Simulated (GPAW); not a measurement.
Two runs for the O K edge of atom 3 in BaTiO3 (Pm-3m). Run A: GPAW, PBE + U (Ti 4 eV), full core hole (charged cell), 20-atom cell with 6.9 Å between holes, 3×3×3 k points, dipole transitions, Gaussian full width 0.9 eV up to 4 eV, rising linearly to 3.5 eV at 25 eV. Run B differs in one choice.

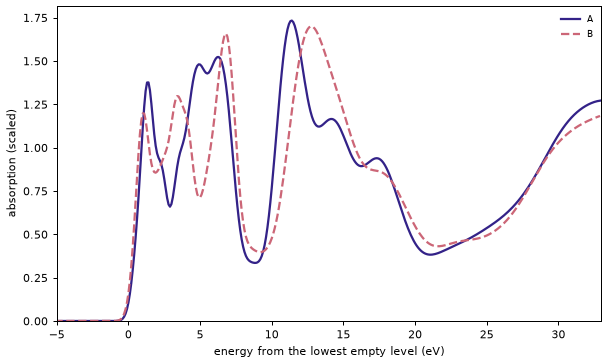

Energy from the lowest empty level; intensity scaled to a mean of 1 over the first 20 eV.

Question: What was changed?
a) the volume of the cell
b) the plane-wave cutoff
c) the broadening
d) the size of the supercell

(d): run B changes the supercell atoms from 20 to 5, and the k mesh follows the cell. Against the first run the r.m.s. difference is 30 %. The highest intensity below 16 eV goes from 11.4 eV (1.73) to 12.8 eV (1.70). Other settings could leave a like mark; this is the one that was changed.

[Hosts, paths, dates, database ids (printed as entryN), source tags and the programs' standing remarks are cut or masked in the printed files.]

[Lists of maxima count a maximum above −3 eV only where it reaches 4 % of the highest in the window and stands out from its surroundings by 2 % of it (1.5 % where it reaches 55 %); shoulders and weaker maxima are passed over, and of the rest the first, up to two pre-edge ones and the few strongest are named.]
